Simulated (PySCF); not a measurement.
MgHg

```xyz
2

Mg    0.0000    0.0000   -3.2679
Hg    0.0000    0.0000    0.3881
```

Core potentials replace the inner electrons of Hg.

Computed with PBE0/def2-SVP, non-relativistic Hamiltonian with scalar-relativistic core potentials where named, at a bond length of 3.656 Å in PySCF 2.14.0.

### What can the converged electron density and electron localisation function tell about the bonding?

Mg–Hg (3.66 Å): ρ at the midpoint is about 0.06 e/Å³; the ELF is about 0.15 at the midpoint.

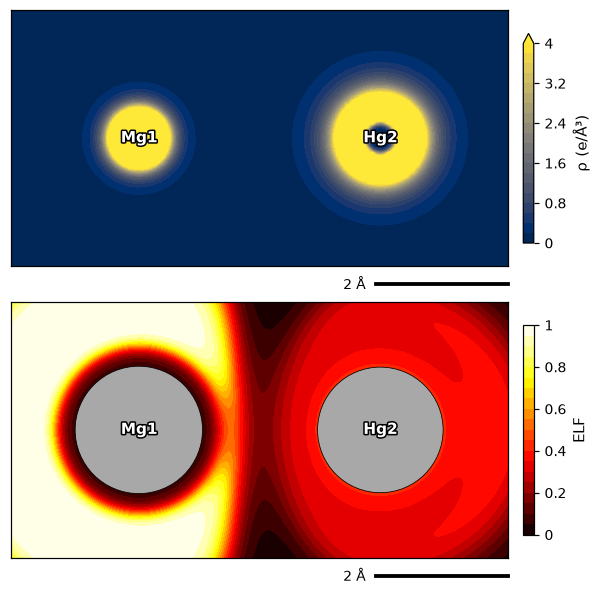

Computed electron density and electron localisation function on a plane that holds the molecular axis, in this order. Grey discs cover the atomic cores in the ELF map. 
